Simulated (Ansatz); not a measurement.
**CHF (SMILES [CH]F): RPA@PBE/STO-3G**

Aim: the energy change on altering one bond length of CHF at RPA@PBE/STO-3G, from 2 runs. 

The results are computed with Ansatz 0.2.0.

55 further runs of the same task are left out: 6 that didn't finish, 49 set aside as unsound or not needed.

### Step 1. The structure to begin with

The species is CHF (3 atoms), meant as a singlet with charge 0. SMILES: `[CH]F`. The coordinates come from a GFN2-xTB relaxation.

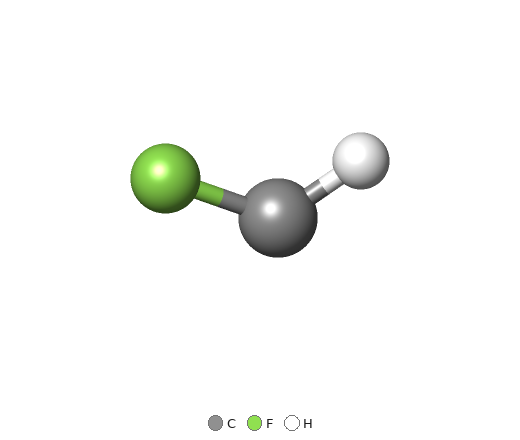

The structure, seen from a chosen angle (carbon grey, fluorine green, hydrogen white).

### Step 2. A single-point energy at RPA@PBE/STO-3G

File in.yaml:

```yaml
crystal:
  periodic: [false, false, false]
  atoms:
    - symbol: C
      position_ang: [-0.128130, -0.359190, -0.106370]
    - symbol: F
      position_ang: [0.969610, -0.011280, 0.530170]
    - symbol: H
      position_ang: [-0.841470, 0.370470, -0.423800]
basis:
  gaussian: {orbitals: STO-3G}
hamiltonian: {xc: {name: PBE}}
correlation: {method: rpa, frozen_orbitals: {C: 1, F: 1, H: 0}}
accuracy: high
```

On the command line:

```bash
$ ansatz run in.yaml --threads 1 --pin off --max-ram 2610MiB --events-out events.jsonl --progress --plain --runs-dir runs
```

The program printed:

```text
Warning: RAYON_NUM_THREADS=1 ignored (pool sized by the plan → 1); use --threads N
Functional definition: PBE
  name "PBE"
  parameter kappa = 0.804
  parameter beta = 0.06672455060314922
  exchange = pbe_x(kappa = kappa, mu = beta*pi^2/3)
  correlation = pbe_c(beta = beta)
167 factors; integrals over basis functions are off by at most 2.4e-8 eV
mean field evaluation 1: about -3707.5124 eV, gradient 2.3e1 eV
mean field evaluation 2: about -3707.4620 eV, gradient 2.3e1 eV
mean field evaluation 4: about -3708.8057 eV, gradient 5.3e0 eV
mean field evaluation 8: about -3708.8855 eV, gradient 3.6e-2 eV
mean field evaluation 16: about -3708.8855 eV, gradient 2.5e-7 eV
mean field -3708.88554013 eV, -136.2990296269 hartree, gradient 1.8e-8 eV, S^2 0.000000; 1 other end points of the search recorded, 0 dependent functions left out; unrestricted orbitals would lower it
mean field evaluation 32: about -3696.3501 eV, gradient 1.2e1 eV
unrestricted determinant -3697.50054466 eV, -135.8806387605 hartree, S^2 0.7284
2 core orbitals not correlated: weight in the atoms' cores, before any rotation towards them, 1.000 or more for the frozen orbitals, at most 0.000 for the correlated occupied ones
reference -3696.36506962 eV, -135.8389108222 hartree; 6, 6 occupied and 3, 3 virtual orbitals, 167 factors
Total energy: -3701.19025622 eV, -136.0162331592 hartree
```

Run time: 0.74 s. Hardware: 1 thread of Arm Neoverse V1, shared host.

### Step 3. The distorted shape at the same level

File input.yaml:

```yaml
crystal:
  periodic: [false, false, false]
  atoms:
    - {symbol: C, position_ang: [-0.402552, -0.446163, -0.265497]}
    - {symbol: F, position_ang: [0.969610, -0.011280, 0.530170]}
    - {symbol: H, position_ang: [-1.115892, 0.283497, -0.582927]}
basis:
  gaussian: {orbitals: STO-3G}
magnetization: {spin_polarized: false, initial_magnetization: 0}
hamiltonian: {xc: {name: PBE}}
correlation: {method: rpa, frozen_orbitals: {C: 1, F: 1, H: 0}}
accuracy: high
```

On the command line:

```bash
$ ansatz run input.yaml --threads 1 --pin off --max-ram 2610MiB --events-out events.jsonl --progress --plain --runs-dir runs
```

The program printed, cut to the lines that bear on the results:

```text
Warning: RAYON_NUM_THREADS=1 ignored (pool sized by the plan → 1); use --threads N
[... 2 set-up lines as earlier in the session ...]
[...]
167 factors; integrals over basis functions are off by at most 3.9e-8 eV
[...]
mean field -3707.61139957 eV, -136.2522058248 hartree, gradient 1.2e-8 eV, S^2 0.000000; 1 other end points of the search recorded, 0 dependent functions left out; unrestricted orbitals would lower it
unrestricted determinant -3695.58281063 eV, -135.8101633345 hartree, S^2 0.8536
2 core orbitals not correlated: weight in the atoms' cores, before any rotation towards them, 1.000 or more for the frozen orbitals, at most 0.000 for the correlated occupied ones
reference -3693.59301320 eV, -135.7370396277 hartree; 6, 6 occupied and 3, 3 virtual orbitals, 167 factors
Total energy: -3699.90162651 eV, -135.9688768908 hartree
```

Run time: 0.78 s. Hardware: 1 thread of Arm Neoverse V1, shared host.

### Step 4. Summary of results

Level: RPA@PBE/STO-3G, 2 core orbitals frozen.

| quantity | value |
| --- | --- |
| first shape: total energy | -136.01623 Eh |
| first shape: RPA correlation energy (valence) | -177.3 mEh |
| distorted shape: total energy | -135.96888 Eh |
| distorted shape: RPA correlation energy (valence) | -231.8 mEh |
| energy change with the C1–F2 bond stretched from 1.316 to 1.645 Å | 1.289 eV |

What this shows: With the C1–F2 bond stretched from 1.316 to 1.645 Å the energy rises by 1.29 eV (124 kJ/mol). The first shape isn't relaxed at this level, so the change isn't measured from a minimum. The minimal basis adds a large error of its own. The restricted solution (first shape) is unstable to spin breaking: an unrestricted one lies lower. The restricted solution (distorted shape) is unstable to spin breaking: an unrestricted one lies lower.
